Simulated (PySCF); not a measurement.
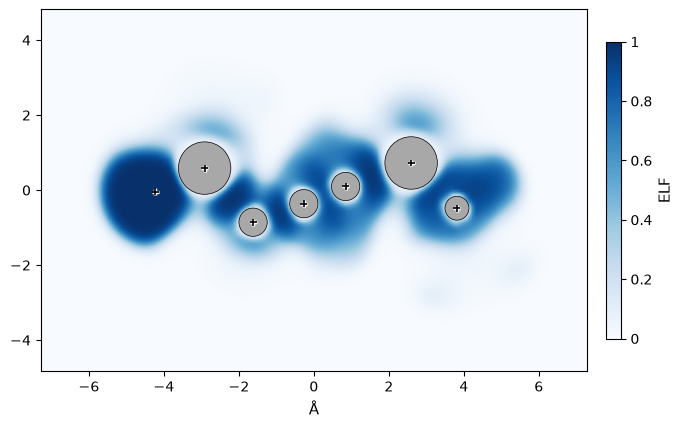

The ELF on a plane through atoms (crosses mark nuclei in the plane; grey discs cover the cores).

Theory: PBE0/pcSseg-1, SCF density, gas phase, non-relativistic (PySCF).

Candidates:
A. C₅H₁₂FNSi₂ (SMILES CN[SiH2]C#C[C@H](F)[SiH2]C)
B. C₄H₉FOSi₂ (SMILES C[SiH2][C@H](F)C#C[SiH2]O)
C. C₆H₁₈BN (SMILES CC(C)[BH2-][N+](C)(C)C)

Which candidate gave the map?

Answer. Candidate A: C₅H₁₂FNSi₂ on the plane of atoms C5, C6 and Si8, which holds N, Si, C and H. C–C (1.21 Å): the ELF peaks at about 0.85 between the atoms; a multiple bond. Si–N (1.72 Å): the ELF peaks at about 0.90 between the atoms (a shared but strongly polarised pair).
